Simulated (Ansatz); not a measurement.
The figure comes from a scan of Ta (bcc, W type): volume and axial ratio are varied about the relaxed values (subscript 0). Computed with PBEsol (plane waves to 420 eV, PAW, scalar-relativistic; Ansatz, a program for electronic structure). k mesh 20×20×20 (Γ-centred), Fermi-Dirac smearing 0.05 eV. Energies are smeared free energies. With partly filled bands, the response to shear is sensitive to the k mesh, so small differences along c/a are uncertain. Spin-orbit coupling is left out, though Ta is heavy. Ta is run without spin polarisation. Ta was relaxed with its symmetry unable to fall. ΔE is measured from the relaxed starting cell.

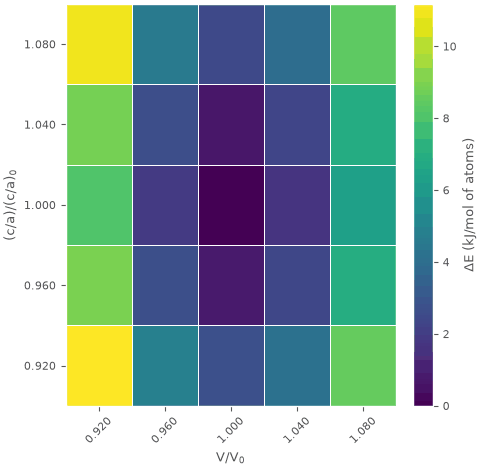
*ΔE (kJ/mol of atoms), one tile a computed point.*

Task: Read the plotted values off the figure, to the accuracy that the plot allows.

Result: To the nearest 1:

ΔE (kJ/mol of atoms), with V/V₀ across and (c/a)/(c/a)₀ down:

```tsv
(c/a)/(c/a)₀ \ V/V₀	0.920	0.960	1.000	1.040	1.080
0.920	11	5	3	4	9
0.960	9	3	1	2	7
1.000	8	2	0	2	6
1.040	9	3	1	2	7
1.080	11	5	2	4	8
```

(A scan under strain: stresses follow from slopes of the energy per volume, elastic moduli from its curvatures.)
